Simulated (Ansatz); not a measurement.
Consider ClH5O4W.

Input file:

```
crystal:
  periodic: [false, false, false]
  atoms:
    - { symbol: W, position_ang: [0.020516, -0.333174, 0.04846] }
    - { symbol: H, position_ang: [0.057794, 0.368697, 1.594184] }
    - { symbol: O, position_ang: [1.829858, -0.554197, 0.619434] }
    - { symbol: H, position_ang: [2.318843, 0.136103, 1.066912] }
    - { symbol: Cl, position_ang: [0.541134, 2.10217, -0.032085] }
    - { symbol: O, position_ang: [-1.791686, -0.084509, 0.293381] }
    - { symbol: H, position_ang: [-2.366157, 0.284624, 0.961544] }
    - { symbol: O, position_ang: [-0.089953, -2.189896, 0.205234] }
    - { symbol: H, position_ang: [0.626961, -2.806353, 0.351589] }
    - { symbol: O, position_ang: [0.163483, 0.036473, -1.775393] }
    - { symbol: H, position_ang: [0.338708, 0.927162, -2.09566] }
basis:
  gaussian: { orbitals: def2-SVP }
hamiltonian:
  xc: { name: BHLYP }
  dispersion: d4
relax:
  f_tol: 0.03
  max_steps: 50
output:
  orbitals: {}
```

Command:

```sh
ansatz run input.yaml --threads 4 --pin off --max-ram 5120MiB --backend cpu --events-out ev --progress --plain --runs-dir out
```

The fields are those of the run's last geometry, not of the input's.

Core potentials replace the inner electrons of W.

Computed with RKS BHLYP-D4/def2-SVP (Ansatz).

### What will maps of the electron density and electron localisation function show?

W–O (1.87 Å): the density is about 1.2 e/Å³ at the midpoint; the ELF peaks at about 0.85 in the valence shell of O, 0.6 Å from its nucleus, and drops to about 0.30 between the two atoms.
W–Cl (2.49 Å): ρ at the midpoint is about 0.48 e/Å³; the ELF peaks at about 0.85 in the valence shell of Cl, 0.9 Å from its nucleus, and is about 0.40 at the midpoint.
O–H (0.96 Å): the density is about 3.8 e/Å³ at the midpoint; the ELF climbs to about 1 towards the hydrogen, as it does in any bond to H: an ordinary covalent bond to hydrogen.

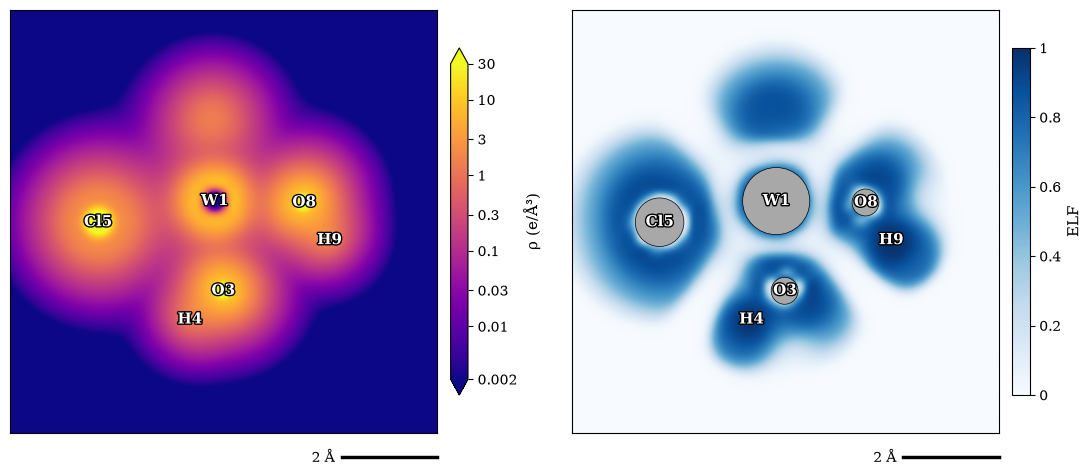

Computed electron density and electron localisation function on the plane of atoms O3, W1 and O8, in this order. Grey discs cover the atomic cores in the ELF map. 
